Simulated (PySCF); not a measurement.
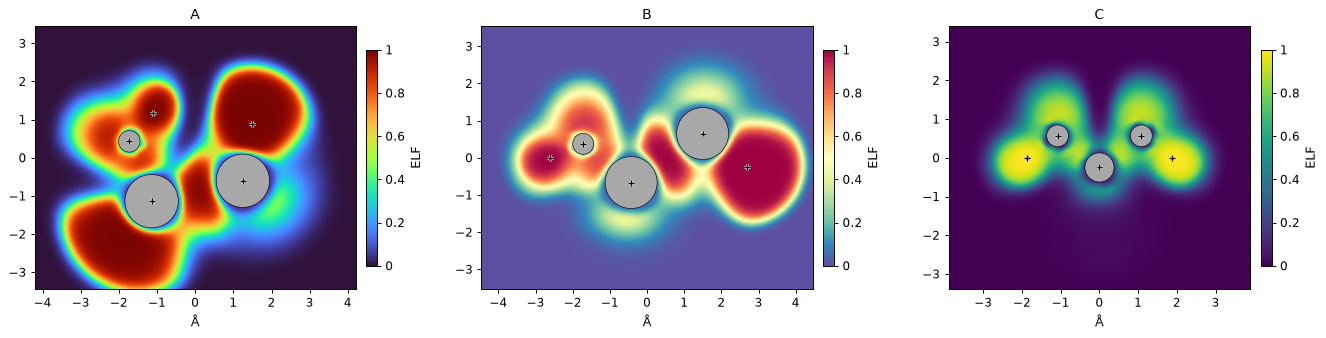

The ELF of 3 systems, each on a plane through atoms (crosses mark nuclei in the plane; grey discs cover the cores).

Method: PBE0/pcSseg-2, SCF density, gas phase, non-relativistic in PySCF 2.14.0.

System 1: CH₃ClO₃ (SMILES OC(O)(O)Cl), the plane of atoms C1, O3 and H7. Geometry: PBE0-D3(BJ)/def2-SVP.

```xyz
8

C    -0.1610   -0.0024   -0.0164
O    -0.1829    0.5860   -1.2378
O    -0.2787   -1.3343   -0.2418
O     0.9519    0.3281    0.7274
Cl   -1.5535    0.6022    1.0159
H    -0.1345    1.5396   -1.1001
H    -0.3057   -1.7716    0.6178
H     1.7113    0.0210    0.2106
```

System 2: ClH₅OSi₂ (SMILES O[SiH]([SiH3])Cl), the plane of atoms Si1, Si2 and H8. Geometry: PBE0-D3(BJ)/def2-SVP.

```
atom    x (Å)    y (Å)    z (Å)
  Si   0.7886   0.2844   0.2741
  Si  -1.4946  -0.0254  -0.0916
   O   1.5136  -1.1872   0.0328
  Cl   1.4856   1.6736  -1.1107
   H   1.1368   0.8507   1.6112
   H  -2.0377  -1.0669   0.8325
   H  -1.7087  -0.4484  -1.5073
   H  -2.2033   1.2672   0.1540
   H   2.4742  -1.2258   0.0878
```

System 3: H₄OSi₂ (SMILES O[Si][SiH3]), the plane of atoms Si2, Si1 and O3. Geometry: PBE0-D3(BJ)/def2-SVP.

```xyz
7

Si    1.2551    1.0344    0.6950
Si   -0.8873   -0.0926    0.3163
O     2.1024    0.3456   -0.5713
H    -1.9790    0.8952    0.0250
H    -0.8135   -1.0425   -0.8512
H    -1.3158   -0.8842    1.5170
H     1.6686   -0.2898   -1.1535
```

**Which map belongs to which system?**

Panel A is system 3, H₄OSi₂: the plane holds Si, O and H. Si–O (1.67 Å): the ELF peaks at about 0.85 between the atoms (a shared but strongly polarised pair). Panel B is system 2, ClH₅OSi₂: the plane holds Si, O and H. Si–O (1.66 Å): the ELF peaks at about 0.85 between the atoms: a shared but strongly polarised pair. Panel C is system 1, CH₃ClO₃: the plane holds C, O and H. C–O (1.36 Å): the ELF peaks at about 0.90 between the atoms: a polar covalent bond.
